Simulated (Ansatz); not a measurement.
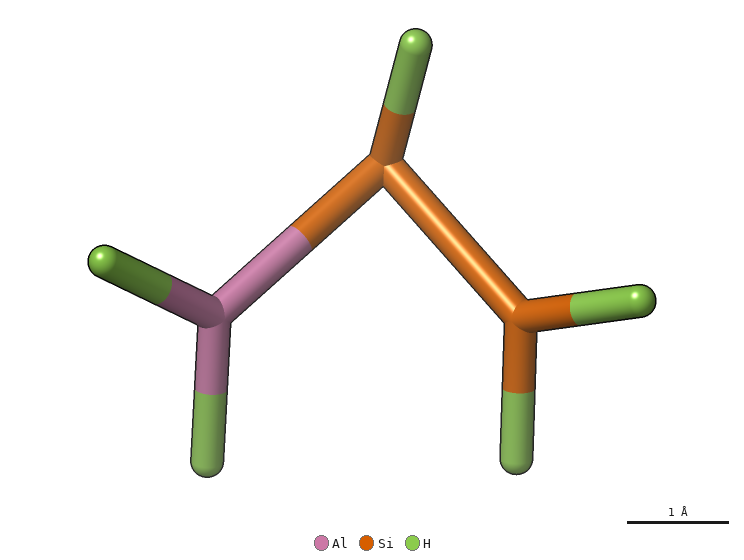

Starting geometry of the run.

Ansatz 0.2.0 input:

```yaml
crystal:
  periodic: [false, false, false]
  atoms:
    - {symbol: Al, position_ang: [-1.592958, 1.099966, -0.349174]}
    - {symbol: Si, position_ang: [0.666818, 1.142700, 0.465494]}
    - {symbol: Si, position_ang: [0.634599, -0.959593, -0.132490]}
    - {symbol: H, position_ang: [-2.773057, 1.562789, 0.604725]}
    - {symbol: H, position_ang: [-1.828227, 0.771089, -1.882795]}
    - {symbol: H, position_ang: [0.830498, 1.045817, 1.953169]}
    - {symbol: H, position_ang: [0.357083, -1.362391, -1.535778]}
    - {symbol: H, position_ang: [1.042177, -2.160620, 0.648046]}
basis:
  gaussian: {orbitals: def2-TZVPP}
hamiltonian: {xc: pbe, dispersion: d4}
```

It was started with:

```sh
ansatz run in.yaml --threads 2 --pin off --events-out ev --progress --plain --max-ram 4352MiB
```

What the program printed:

```
Functional definition: PBE
  name "PBE"
  cite "Perdew, Burke & Ernzerhof, Phys. Rev. Lett. 77, 3865 (1996) doi:10.1103/PhysRevLett.77.3865"
  parent pbe
  parameter kappa = 0.804
  parameter beta = 0.06672455060314922
  exchange = pbe_x(kappa = kappa, mu = beta*pi^2/3)
  correlation = pbe_c(beta = beta)
1140 factors; their error is unknown
mean field evaluation 1: about -22418.1697 eV, gradient 2.4e1 eV
mean field evaluation 2: about -22418.8026 eV, gradient 2.1e1 eV
mean field evaluation 4: about -22420.3150 eV, gradient 4.8e0 eV
mean field evaluation 8: about -22420.4166 eV, gradient 7.5e-2 eV
mean field evaluation 16: about -22420.3809 eV, gradient 2.1e-5 eV
mean field -22420.38086538 eV, -823.9337997227 hartree, gradient 2.1e-5 eV, S^2 0.000000; 0 other end points of the search recorded, 0 dependent functions left out
reference -22420.38091370 eV, -823.9338014985 hartree; 23, 23 occupied and 173, 173 virtual orbitals, 1140 factors
Total energy: -22420.59205761 eV, -823.9415608939 hartree
```
